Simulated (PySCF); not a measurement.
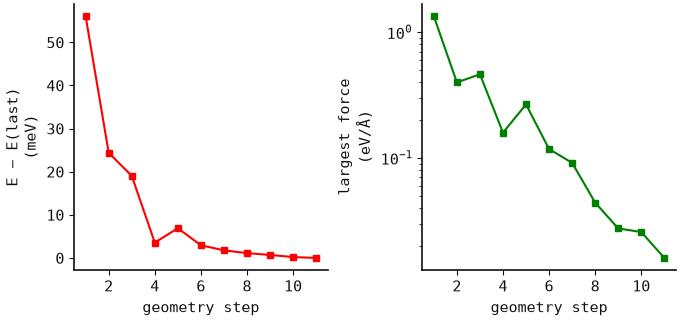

History of a geometry optimisation. The run: C$_{5}$H$_{6}$O$_{2}$ (SMILES COc1ccoc1), by PBE0-D3(BJ)/def2-SVP, geometry optimisation (PySCF).

The optimisation met its thresholds at geometry 11, counting the start as the first. The energy fell by about 56 meV from the first step to the last, with a rise at step 5. The largest force goes from about 1.3 eV/Å at the start to 0.016 eV/Å at the end.
